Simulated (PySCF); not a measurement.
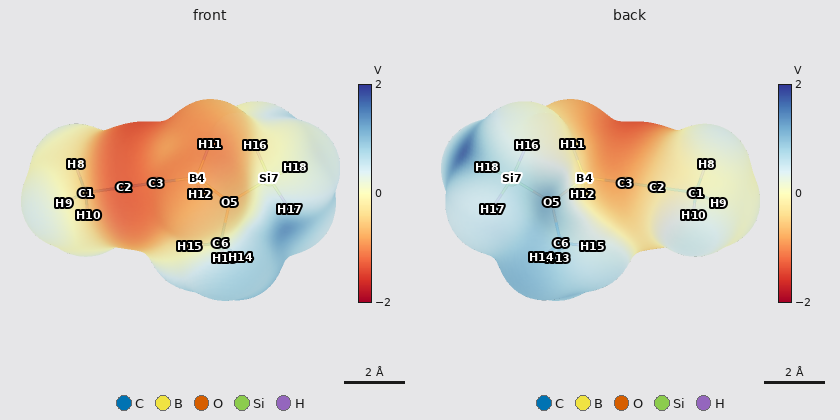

Figure 1: C₄H₁₁BOSi (SMILES CC#C[BH2-][O+](C)[SiH3]). The molecular electrostatic potential painted on the density surface at 0.001 e/bohr³, seen from the front and from behind; the colour scale runs from red (negative) to blue (positive).

Geometry: GFN2-xTB.

These are results of PySCF, CAM-B3LYP/def2-SVPD, SCF density, gas phase, not measurements.

| atom | x (Å) | y (Å) | z (Å) |
| --- | --- | --- | --- |
| C | 3.5269 | -0.1797 | -0.5929 |
| C | 2.1819 | -0.2485 | -0.0493 |
| C | 1.0733 | -0.3111 | 0.4169 |
| B | -0.3554 | -0.3636 | 0.9939 |
| O | -1.3605 | 0.1146 | -0.2675 |
| C | -1.0782 | 1.4137 | -0.7252 |
| Si | -2.5936 | -0.8780 | -0.7437 |
| H | 3.9367 | -1.1827 | -0.7197 |
| H | 4.1770 | 0.3811 | 0.0803 |
| H | 3.5165 | 0.3189 | -1.5638 |
| H | -0.7476 | -1.4620 | 1.2362 |
| H | -0.5729 | 0.4381 | 1.8477 |
| H | -1.3049 | 2.1359 | 0.0624 |
| H | -1.6657 | 1.6444 | -1.6136 |
| H | -0.0131 | 1.4712 | -0.9575 |
| H | -1.9901 | -2.1325 | -1.1685 |
| H | -3.1948 | -0.1566 | -1.8700 |
| H | -3.5442 | -0.9970 | 0.3578 |

Q: Where is the surface potential most negative and most positive?

A: The most negative region (about −1.3 V, or −30 kcal/mol for a unit charge) lies over C3, the most positive (about +1.6 V, or +37 kcal/mol for a unit charge) over Si7.
